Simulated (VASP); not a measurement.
Shape and ions are relaxed at each volume.

Energy against volume of PbO₂ (rutile). Computed with vdW-DF2, VASP's PBE PAW potentials (set 64) (plane waves; VASP).

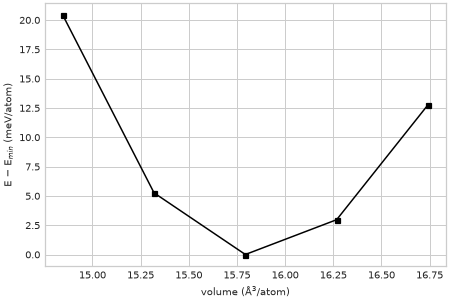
Fig. 1. Energy against volume

Estimate the equilibrium volume and the bulk modulus.

The minimum lies near 15.8 Å³/atom, and the curvature gives B0 of about 91 GPa.

The compound is PbO2 in the rutile structure. It was relaxed first, which changed the volume by +14 %.
